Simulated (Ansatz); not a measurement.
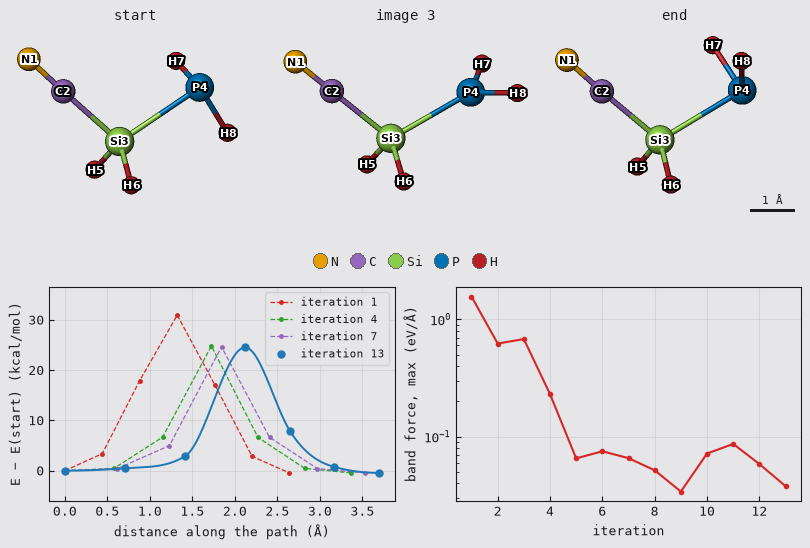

A nudged-elastic-band calculation for CH4NPSi. Images are numbered from 0 (start) to 6 (end). The plot follows the band through its iterations. A ball-and-stick model, seen at a tilt.

These are results of RKS CAM-B3LYP-D4/def2-SVP in Ansatz, not measurements. Set-up: 5 movable images; climbing image; force threshold 0.05 eV/Å; iteration limit 60; starting path by image-dependent pair potential.

Question: Did the band converge, and can the barrier be trusted?

Answer: The result is final at these settings. The band converged in 13 iterations. The largest component of the band force went from 1.6 to 0.038 eV/Å. The climbing image converged on the top of the path. Its vibrational analysis gives one imaginary mode (720i cm⁻¹), as a transition state must have. The first iteration put the highest image at 30.9 kcal/mol. The energy climbs by 24.5 kcal/mol to image 3 and then falls by 25.0 kcal/mol, so the end point sits at −0.4 kcal/mol.
